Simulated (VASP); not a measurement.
Band structure of W (bcc). Computed with r2SCAN meta-GGA with spin-orbit coupling, VASP's PBE PAW potentials (set 64) (plane waves; VASP).

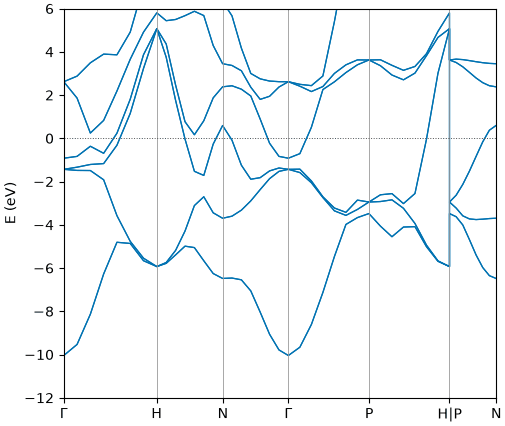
Bands along high-symmetry lines, zero at the valence-band maximum or, without a gap, the Fermi level

Problem. Read the plot: is there a gap, and where are the band edges?

Solution. It has no gap at this level: it comes out as a metal or semimetal.

The compound is W in the bcc structure. It was relaxed first.
